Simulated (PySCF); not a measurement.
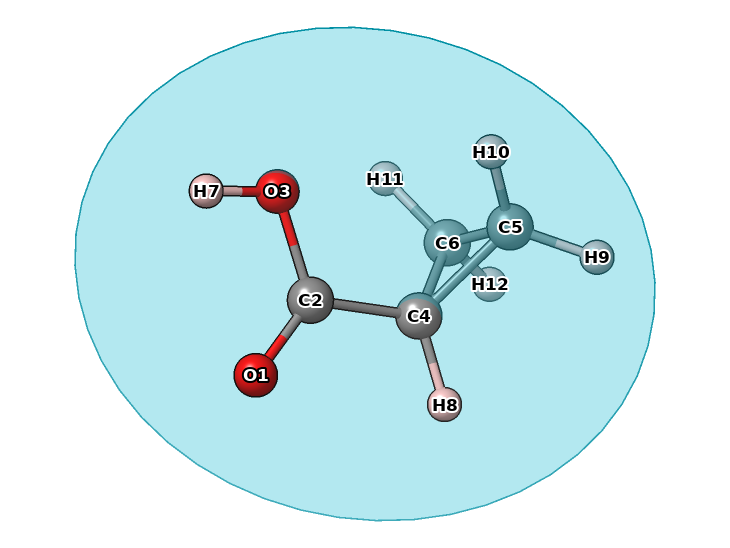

A disc through the centre of mass is drawn in. Depth is shown by fading: the farther an atom, the more it takes the colour of the background. The computed structure is the end point of a PBE0-D3(BJ)/def2-SVP optimisation. No frequency run is at hand to confirm it as a minimum.

Question: Is the plane of the disc a mirror plane of the structure?

Answer: No. The point group is Cs, with 1 mirror plane, and this plane isn't one of its mirror planes.
